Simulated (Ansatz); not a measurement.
```xyz
8

F     1.0445   -0.0254    1.7341
N     1.2548   -0.5172   -1.0182
O    -0.4521    1.2776    0.0402
Si    1.0456    0.6081    0.2309
H     0.5113   -1.1316   -1.3258
H     2.1770    1.5645    0.2178
H     2.1684   -0.8077   -1.3406
H    -0.8878    1.5580    0.8502
```

Geometry: PBE0-D3(BJ)/def2-SVP.

These are results of isolated molecule in a Gaussian basis; Kohn-Sham density functional theory, functional PBE0 in Ansatz, not measurements.

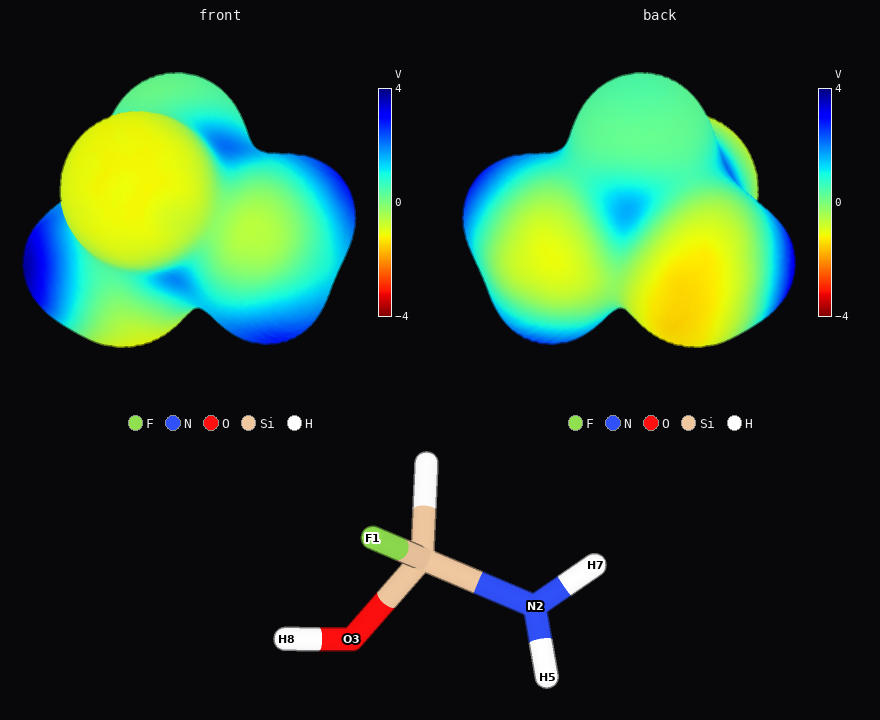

FH4NOSi. The electrostatic potential painted on the density surface at 0.004 e/bohr³, seen from the front and from behind; red is negative and blue positive. The bare structure is drawn below in the same view.

Which sites attract a positive test charge, and which a negative one?

A positive charge is drawn to the negative regions and a negative charge to the positive ones. The most negative region (about −1.5 V, or −35 kcal/mol for a unit charge) lies over O3, the most positive (about +3.6 V, or +83 kcal/mol for a unit charge) over H8. O3 is the likeliest acceptor of a hydrogen bond.
